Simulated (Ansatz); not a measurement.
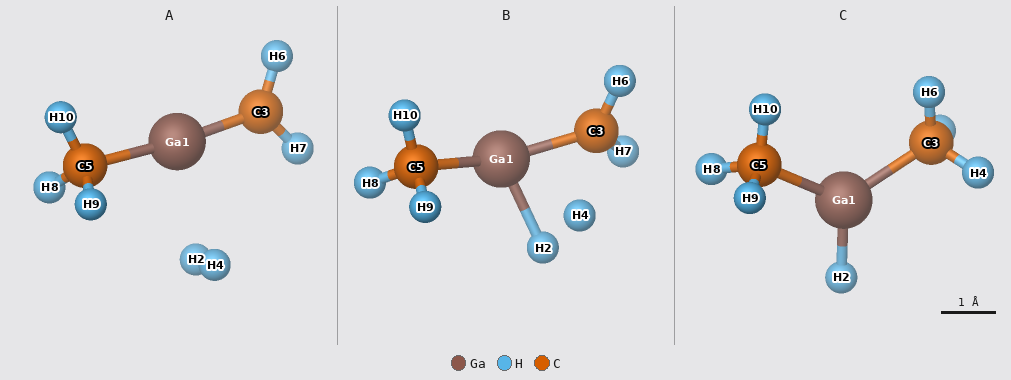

Three geometries of C₂H₇Ga: a saddle point and the two minima that it joins, in shuffled order. A ball-and-stick model, seen at a tilt. Sticks join atoms that are closer than about 1.2 times the sum of their covalent radii (a little more with hydrogen).

Stationary points at PBE0-D4/def2-TZVP, single-point energies with CCSD(T)/CBS, PBE-QIDH, wB97X-V, B97M-V, BLYP-D4, r2SCAN0-D4 (def2-TZVPP where no basis is named; Ansatz 0.2.0). The energies are electronic, without zero-point or thermal terms, and both ends are the minima reached downhill from the saddle, with any fragments still in contact. CCSD(T)/CBS stands for a frozen-core estimate: MP2 correlation extrapolated from def2-TZVPP and def2-QZVPP, CCSD(T) minus MP2 from the smaller set.

Q: Identify the saddle point and describe the reaction.

A: Frame B is the saddle point. Counted by bonded pieces, C holds C₂H₇Ga and A holds C₂H₅Ga + H₂. From C over the saddle to A, a bond forms: H2–H4 (3.31 → 0.99 → 0.76 Å). Bonds break: Ga1–H2 (1.58 → 1.85 → 2.44 Å), C3–H4 (1.09 → 1.64 → 3.01 Å). The saddle has one imaginary mode, 1287i cm⁻¹. With CCSD(T)/CBS the barrier is 307.0 kJ/mol from C and 70.8 kJ/mol from A, and A lies 236.2 kJ/mol above C.

| level | barrier from C (kJ/mol) | barrier from A (kJ/mol) | A less C (kJ/mol) |
| --- | --- | --- | --- |
| CCSD(T)/CBS | 307.0 | 70.8 | 236.2 |
| PBE-QIDH | 322.4 | 66.0 | 256.4 |
| wB97X-V | 333.1 | 75.5 | 257.6 |
| B97M-V | 305.4 | 55.0 | 250.4 |
| BLYP-D4 | 283.5 | 66.4 | 217.2 |
| r2SCAN0-D4 | 316.5 | 62.7 | 253.7 |

Against CCSD(T)/CBS, B97M-V comes closest on the barrier from C (−1.6 kJ/mol) and wB97X-V misses most (+26.1 kJ/mol).
